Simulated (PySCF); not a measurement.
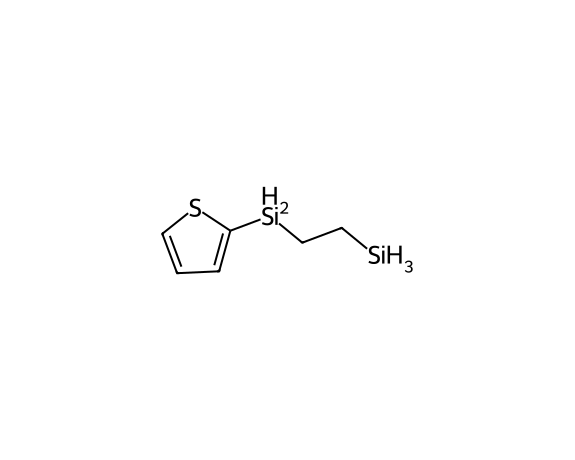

2D structure.

Question: Write the SMILES.

Answer: [SiH3]CC[SiH2]c1cccs1

Question: What is the molecular formula?

Answer: C6H12SSi2.

Question: An optimisation with PBE0-D3(BJ)/def2-SVP gave a structure of which point group?

Answer: C1. Other conformers may differ.

The parts below concern this one geometry. Atoms keep their numbers from picture to picture. The geometry was computed by an optimisation with PBE0-D3(BJ)/def2-SVP. No frequency run is at hand to confirm it as a minimum.

**Geometry**

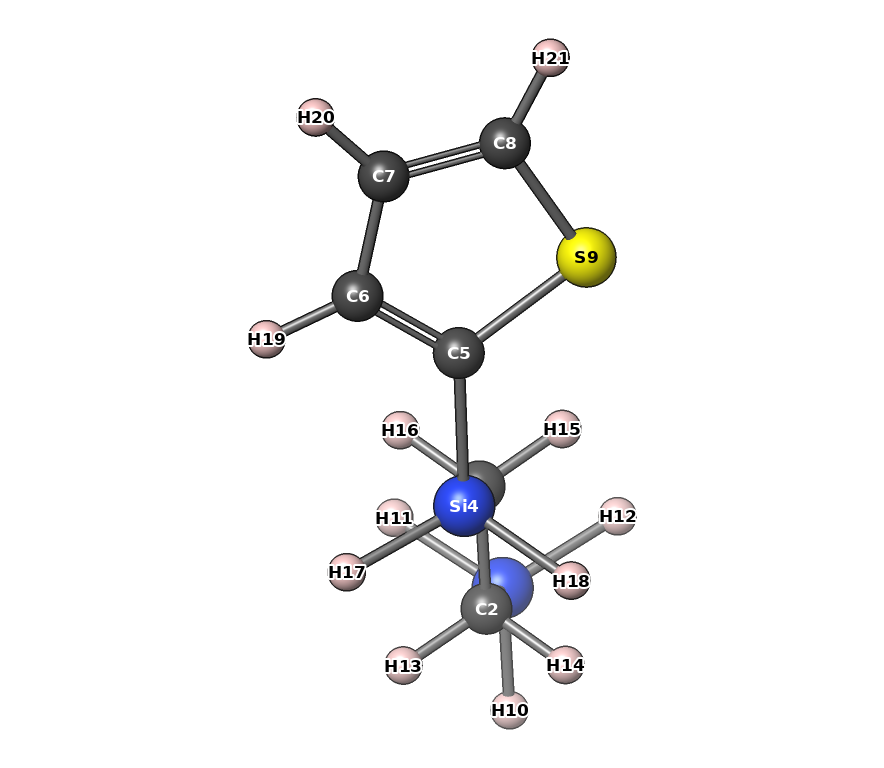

C3 lies behind Si4. The molecule seen nearly along the Si4–C3 bond, Si4 in front. Depth is shown by fading: the farther an atom, the more it takes the colour of the background. No frequency run is at hand to confirm it as a minimum.

Question: What is the torsion angle C5–Si4–C3–C2? The sign is positive where the front bond must turn clockwise to cover the back bond.

Answer: 179°, antiperiplanar (anti). The bonds about Si4–C3 are staggered.

**Ring current**

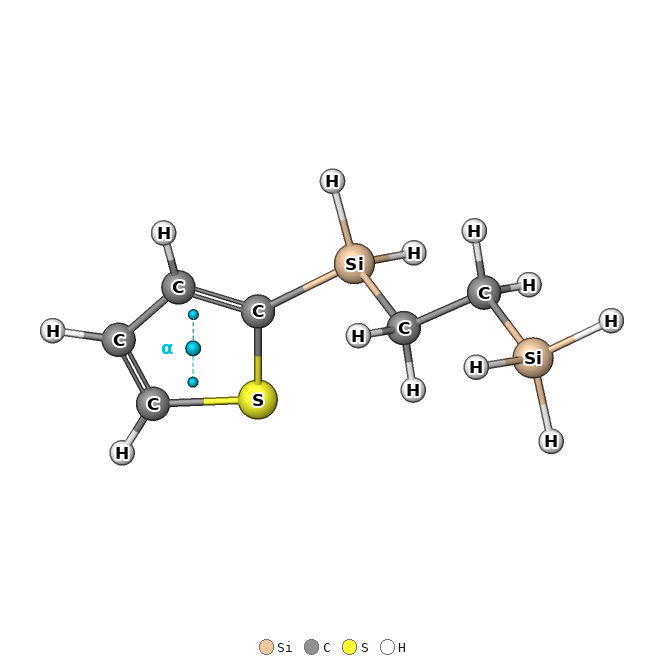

The small points mark where nucleus-independent chemical shifts (NICS) were computed: at the centre of each lettered ring and 1 Å above and below it. No frequency run is at hand to confirm it as a minimum. Level of theory: GIAO PBE0/pcSseg-1 NMR shielding, non-relativistic, gas phase (PySCF 2.14.0).

Give NICS(0), NICS(1) and the out-of-plane component NICS(1)zz for each ring (means of the two sides).

```tsv
ring	members	NICS(0)	NICS(1)	NICS(1)zz
α	C4S	−12.9	−12.0	−28.7
```

Values in ppm.

Question: What do the values say about the ring currents?

Answer: Ring α: diatropic, as in an aromatic ring. NICS is one index among several.

**Electronic properties**

No frequency run is at hand to confirm it as a minimum. Level of theory: CAM-B3LYP/def2-SVPD, gas phase (PySCF 2.14.0). Excitations: vertical, linear response.

Question: Estimate the lowest vertical singlet excitation.

Answer: 5.51 eV.

Question: Give the HOMO–LUMO gap at this level.

Answer: 8.38 eV.

Question: Estimate the mean static polarisability.

Answer: 144.0 bohr³.

Question: Give the dipole moment at this level.

Answer: 0.95 D.

**Quadrupole coupling**

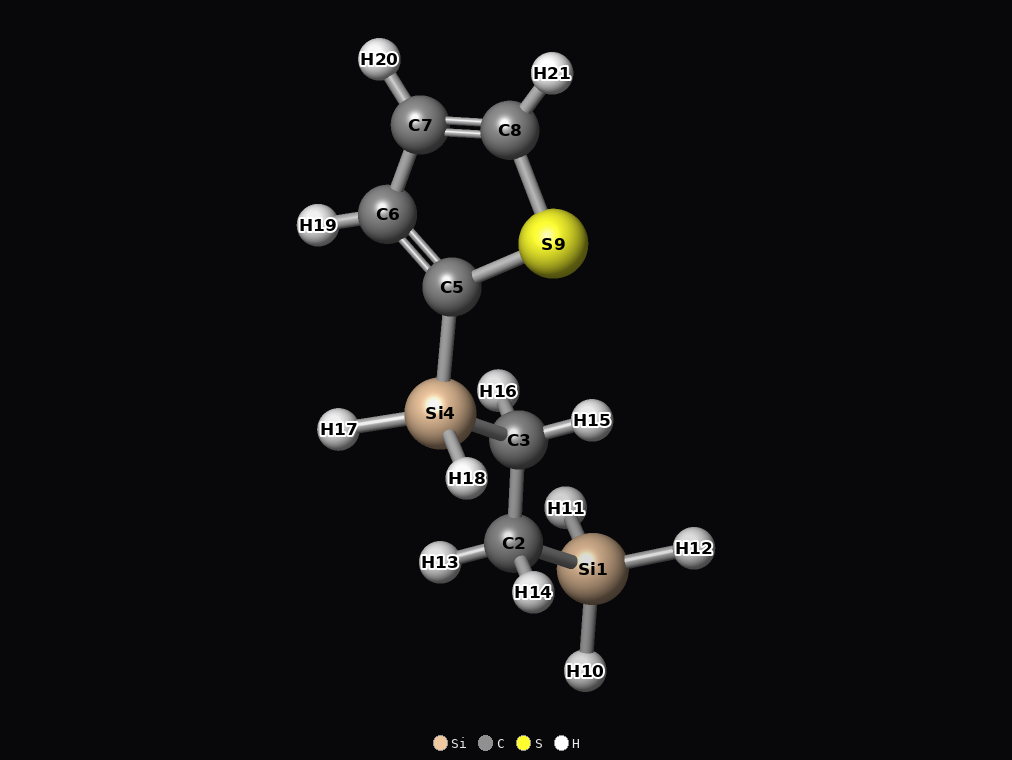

No frequency run is at hand to confirm it as a minimum. Electric field gradients from the ground-state density, PBE0/pcSseg-1 in chloroform (IEF-PCM) (PySCF 2.14.0), non-relativistic apart from any core potentials.

Give the largest field-gradient component, the quadrupole coupling constant and the asymmetry for 33S at S9 (Q = −67.81 mb), 2H at H10 (Q = 2.86 mb), 2H at H11 (Q = 2.86 mb), 2H at H12 (Q = 2.86 mb), 2H at H13 (Q = 2.86 mb).

```
atom  V_zz (a.u.)  e²qQ/h (MHz)     η
  S9        1.817         −28.9  0.45
 H10        0.140         0.094  0.01
 H11        0.140         0.094  0.02
 H12        0.140         0.094  0.02
 H13        0.286         0.193  0.04
```
